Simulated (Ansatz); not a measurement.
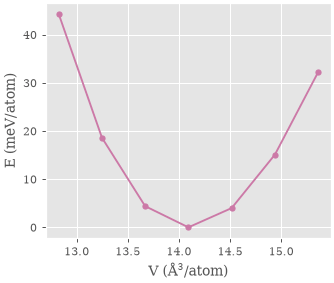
*CaO (rock salt, Fm-3m) under volume change, PBE (plane waves, PAW; program Ansatz), scaled uniformly.*

### Question
What does a third-order Birch–Murnaghan fit give for V₀, B₀ and B′?

### Answer
V₀ = 14.09 Å³/atom, B₀ = 105 GPa, B′ = 4.3.

Symmetry was held in the PBE relaxation.

Potentials: the earlier of the program's two PAW sets.
